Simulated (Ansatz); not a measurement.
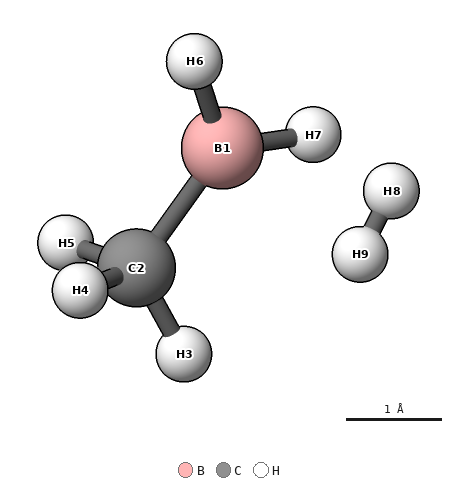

**Figure 1.** The input geometry (ball-and-stick view, seen at a tilt; atoms are numbered from 1 in the order of the input).

# CH7B: nudged elastic band

System: CH7B.
Method: RKS PBE-D4/def2-mTZVP (Ansatz 0.2.0).

One setting was made poor on purpose. It belongs to a series of runs on one base structure; here: band between the two ends. Figures and captions count atoms from 1; the log counts them from 0 in places.

**Input**
```yaml
crystal:
  periodic: [false, false, false]
  atoms:
    - { symbol: B, position_ang: [0.020798, 0.143621, 0.40233] }
    - { symbol: C, position_ang: [0.045168, 0.353106, 1.944547] }
    - { symbol: H, position_ang: [-0.894905, 0.123684, 2.466852] }
    - { symbol: H, position_ang: [0.889484, -0.114787, 2.471187] }
    - { symbol: H, position_ang: [0.191289, 1.448786, 2.071544] }
    - { symbol: H, position_ang: [1.040793, -0.021522, -0.21574] }
    - { symbol: H, position_ang: [-1.004375, 0.251694, -0.220027] }
    - { symbol: H, position_ang: [-0.325538, -2.326239, -0.056594] }
    - { symbol: H, position_ang: [-0.313012, -2.430343, 0.688803] }
basis:
  gaussian: { orbitals: def2-mTZVP }
hamiltonian:
  xc: pbe
  dispersion: d4
neb:
  order_check: false
  images: 1
  f_tol: 0.03
  max_iterations: 60
  climbing: true
  final_atoms:
    - { symbol: B, position_ang: [-0.09423896, -0.57194323, -0.37183028] }
    - { symbol: C, position_ang: [0.00764793, -0.03465705, 2.24439421] }
    - { symbol: H, position_ang: [-0.95261003, 0.00889888, 2.76982876] }
    - { symbol: H, position_ang: [0.8164432, -0.31968056, 2.92772037] }
    - { symbol: H, position_ang: [0.23004505, 0.93315218, 1.78505335] }
    - { symbol: H, position_ang: [0.99637863, -0.09650098, -0.51808487] }
    - { symbol: H, position_ang: [-1.0691058, 0.1219545, -0.44405037] }
    - { symbol: H, position_ang: [-0.21884952, -1.76662497, -0.32597764] }
    - { symbol: H, position_ang: [-0.06600851, -0.84659877, 1.48584848] }
  initial_path:
    images:
      - { positions_ang: [[0.020798, 0.143621, 0.40233], [0.045168, 0.353106, 1.944547], [-0.894905, 0.123684, 2.466852], [0.889484, -0.114787, 2.471187], [0.191289, 1.448786, 2.071544], [1.040793, -0.021522, -0.21574], [-1.004375, 0.251694, -0.220027], [-0.325538, -2.326239, -0.056594], [-0.313012, -2.430343, 0.688803]] }
      - { positions_ang: [[-0.00630423, -0.03922058, -0.01000017], [0.00452454, 0.03256456, 1.93864798], [-0.99255855, -0.26401331, 2.32587134], [0.7751882, -0.66347162, 2.33076326], [0.23711638, 1.06609613, 2.2700388], [1.02087466, -0.05985947, -0.61036074], [-1.04009145, -0.06238904, -0.59881463], [-0.19248479, -1.42230931, 0.51211118], [-0.15656276, -1.15939736, 1.39464497]] }
      - { positions_ang: [[-0.09423896, -0.57194323, -0.37183028], [0.00764793, -0.03465705, 2.24439421], [-0.95261003, 0.00889888, 2.76982876], [0.8164432, -0.31968056, 2.92772037], [0.23004505, 0.93315218, 1.78505335], [0.99637863, -0.09650098, -0.51808487], [-1.0691058, 0.1219545, -0.44405037], [-0.21884952, -1.76662497, -0.32597764], [-0.06600851, -0.84659877, 1.48584848]] }
```

Launched with:
```bash
ansatz run input.yaml --threads 1 --pin off --max-ram 2048MiB --backend cpu --events-out ev --progress --plain --runs-dir out
```

**Log**
```
Engine: ansatz 0.2.0, aarch64-unknown-linux-gnu
Functional definition: PBE
  parameter kappa = 0.804
  parameter beta = 0.06672455060314922
  exchange = pbe_x(kappa = kappa, mu = beta*pi^2/3)
  correlation = pbe_c(beta = beta)
666 factors; their error is unknown
mean field evaluation 1: about -1815.1277 eV, gradient 5.8e1 eV
mean field evaluation 2: about -1806.1753 eV, gradient 7.6e1 eV
mean field evaluation 4: about -1823.2826 eV, gradient 1.1e0 eV
mean field evaluation 8: about -1823.2392 eV, gradient 8.7e-2 eV
mean field -1823.23919236 eV, -67.0028044834 hartree, gradient 3.0e-5 eV, S^2 0.000000; 0 other end points of the search recorded, 0 dependent functions left out
the calculation of the forces begins
reference -1823.23923466 eV, -67.0028060380 hartree; 9, 9 occupied and 50, 50 virtual orbitals, 666 factors
666 factors; their error is unknown
mean field evaluation 16: about -1815.7363 eV, gradient 5.7e1 eV
mean field -1823.40658227 eV, -67.0089559491 hartree, gradient 3.2e-5 eV, S^2 0.000000; 0 other end points of the search recorded, 0 dependent functions left out
[... from here on the field's lines of each further geometry are left out, up to the last ...]
NEB iter   1: max|band force component| = 3.273e0 eV/Å  barrier→ = 2.7751 eV  barrier← = 2.9391 eV  Δτ_max = 0.1881 Å  (72 SCF iters)
NEB iter   2: max|band force component| = 2.066e0 eV/Å  barrier→ = 1.2844 eV  barrier← = 1.4483 eV  Δτ_max = 0.2000 Å  (32 SCF iters)
NEB iter   3: max|band force component| = 3.106e0 eV/Å  barrier→ = 0.7257 eV  barrier← = 0.8897 eV  Δτ_max = 0.0851 Å  (32 SCF iters)
NEB iter   4: max|band force component| = 1.122e0 eV/Å  barrier→ = 0.4173 eV  barrier← = 0.5813 eV  Δτ_max = 0.1693 Å  (27 SCF iters)
NEB iter   5: max|band force component| = 5.974e-1 eV/Å  barrier→ = 0.1675 eV  barrier← = 0.3314 eV  CI = image 1  Δτ_max = 0.1391 Å  (26 SCF iters)
NEB iter   6: max|band force component| = 1.514e0 eV/Å  barrier→ = 0.3948 eV  barrier← = 0.5588 eV  CI = image 1  Δτ_max = 0.0663 Å  (32 SCF iters)
NEB iter   7: max|band force component| = 1.344e0 eV/Å  barrier→ = 0.4335 eV  barrier← = 0.5974 eV  CI = image 1  Δτ_max = 0.1333 Å  (27 SCF iters)
NEB iter   8: max|band force component| = 8.961e-1 eV/Å  barrier→ = 0.4493 eV  barrier← = 0.6133 eV  CI = image 1  Δτ_max = 0.0626 Å  (25 SCF iters)
NEB iter   9: max|band force component| = 8.499e-1 eV/Å  barrier→ = 0.4345 eV  barrier← = 0.5985 eV  CI = image 1  Δτ_max = 0.0388 Å  (28 SCF iters)
NEB iter  10: max|band force component| = 6.329e-1 eV/Å  barrier→ = 0.4222 eV  barrier← = 0.5862 eV  CI = image 1  Δτ_max = 0.0306 Å  (27 SCF iters)
NEB iter  11: max|band force component| = 8.058e-2 eV/Å  barrier→ = 0.4134 eV  barrier← = 0.5774 eV  CI = image 1  Δτ_max = 0.0111 Å  (27 SCF iters)
NEB iter  12: max|band force component| = 3.361e-2 eV/Å  barrier→ = 0.4134 eV  barrier← = 0.5774 eV  CI = image 1  Δτ_max = 0.0047 Å  (28 SCF iters)
the calculation of the forces begins
reference -1822.82154011 eV, -66.9874560463 hartree; 9, 9 occupied and 50, 50 virtual orbitals, 666 factors
666 factors; their error is unknown
mean field -1822.82149988 eV, -66.9874545678 hartree, gradient 2.4e-5 eV, S^2 0.000000; 1 other end points of the search recorded, 0 dependent functions left out
the calculation of the forces begins
reference -1822.82154011 eV, -66.9874560463 hartree; 9, 9 occupied and 50, 50 virtual orbitals, 666 factors
NEB iter  13: max|band force component| = 1.470e-2 eV/Å  barrier→ = 0.4133 eV  barrier← = 0.5773 eV  CI = image 1  Δτ_max = 0.0000 Å  (72 SCF iters)
```

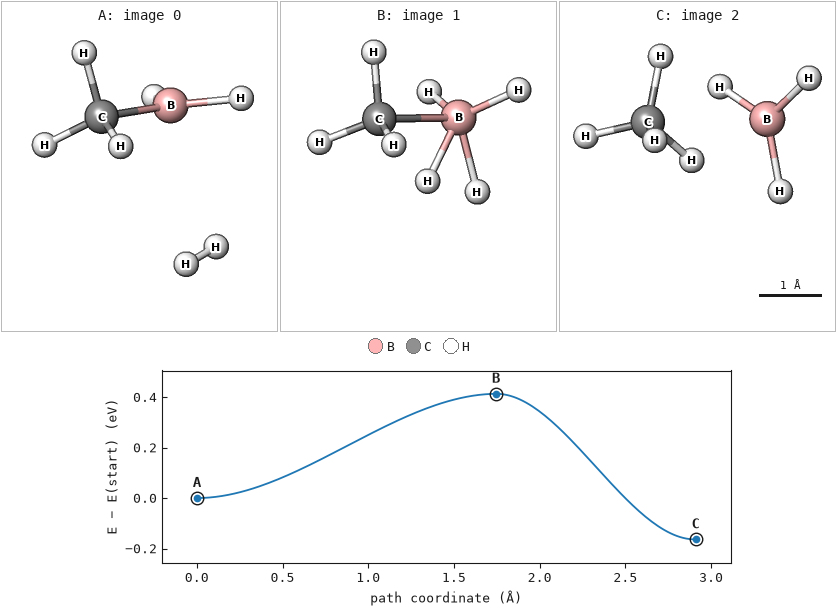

**Figure 2.** Images of the last band (counted from 0; ball-and-stick, seen at a tilt) above the energy along the path; the line is a cubic interpolation that uses the forces. The highest image is number 1, 0.413 eV above the start and 0.577 eV above the end (the climbing image); the end lies 0.164 eV below the start. The path is 2.91 Å long. The band converged in 13 iterations.

```
Total energy: -1822.91220308 eV, -66.9907878488 hartree
Atom 0 at    -0.041522    -0.328382     0.187044 Å, force     0.014384    -0.000371     0.005904 eV/Å
Atom 1 at    -0.009270    -0.003261     1.920443 Å, force     0.009747     0.003076     0.009464 eV/Å
Atom 2 at    -0.951704    -0.157874     2.461522 Å, force    -0.000621    -0.001671     0.001000 eV/Å
Atom 3 at     0.820752    -0.426302     2.502771 Å, force     0.001737     0.002641    -0.005735 eV/Å
Atom 4 at     0.161145     1.077243     1.851781 Å, force    -0.006823    -0.000360     0.000298 eV/Å
Atom 5 at     1.053467    -0.100871    -0.242869 Å, force     0.000560     0.001346    -0.002663 eV/Å
Atom 6 at    -1.051305     0.151508    -0.243110 Å, force    -0.002406    -0.001022    -0.002332 eV/Å
Atom 7 at    -0.192503    -1.586004     0.026730 Å, force    -0.000508    -0.003837    -0.000096 eV/Å
Atom 8 at    -0.139359    -1.198057     1.088591 Å, force    -0.016070     0.000198    -0.005840 eV/Å
Dipole moment:    -0.014998    -0.127433     0.372924 e Å
this run last wrote the band of iteration 13 to [file]
```

**The last band as extended XYZ (Å, eV, eV/Å)**
```
9
Properties=species:S:1:pos:R:3:forces:R:3 image=0 energy=-1823.32545
B     0.0208    0.1436    0.4023   -0.0024  -0.0016   0.0031
C     0.0452    0.3531    1.9445    0.0003   0.0044  -0.0025
H    -0.8949    0.1237    2.4669   -0.0001  -0.0017  -0.0006
H     0.8895   -0.1148    2.4712    0.0003  -0.0015  -0.0003
H     0.1913    1.4488    2.0715    0.0001   0.0000  -0.0002
H     1.0408   -0.0215   -0.2157    0.0023   0.0000   0.0003
H    -1.0044    0.2517   -0.2200   -0.0004   0.0005   0.0004
H    -0.3255   -2.3262   -0.0566   -0.0004  -0.0003   0.0004
H    -0.3130   -2.4303    0.6888    0.0003   0.0002  -0.0006
9
Properties=species:S:1:pos:R:3:forces:R:3 image=1 energy=-1822.91216
B    -0.0415   -0.3284    0.1870    0.0144  -0.0004   0.0059
C    -0.0093   -0.0033    1.9204    0.0097   0.0031   0.0095
H    -0.9517   -0.1579    2.4615   -0.0006  -0.0017   0.0010
H     0.8208   -0.4263    2.5028    0.0017   0.0026  -0.0057
H     0.1611    1.0772    1.8518   -0.0068  -0.0004   0.0003
H     1.0535   -0.1009   -0.2429    0.0006   0.0013  -0.0027
H    -1.0513    0.1515   -0.2431   -0.0024  -0.0010  -0.0023
H    -0.1925   -1.5860    0.0267   -0.0005  -0.0038  -0.0001
H    -0.1394   -1.1981    1.0886   -0.0161   0.0002  -0.0058
9
Properties=species:S:1:pos:R:3:forces:R:3 image=2 energy=-1823.48944
B    -0.0942   -0.5719   -0.3718    0.0000   0.0011   0.0157
C     0.0076   -0.0347    2.2444    0.0028   0.0016  -0.0092
H    -0.9526    0.0089    2.7698    0.0001   0.0011  -0.0041
H     0.8164   -0.3197    2.9277   -0.0001   0.0050  -0.0097
H     0.2300    0.9332    1.7851   -0.0042  -0.0107   0.0108
H     0.9964   -0.0965   -0.5181   -0.0024  -0.0048  -0.0038
H    -1.0691    0.1220   -0.4441    0.0038  -0.0030  -0.0046
H    -0.2188   -1.7666   -0.3260   -0.0002   0.0075  -0.0067
H    -0.0660   -0.8466    1.4858    0.0001   0.0022   0.0115
```

**Results in brief**

| quantity | value |
| --- | --- |
| outcome | converged |
| barrier, forward | 0.413 eV |
| barrier, backward | 0.577 eV |
| hardware | 1 thread of Arm Neoverse V1, 24 GiB of memory available, shared host |
| wall time | 20 s |
| peak memory | 0.1 GiB |

**Notes**

A deliberately poor setting: few images. The order of the saddle point was not checked.
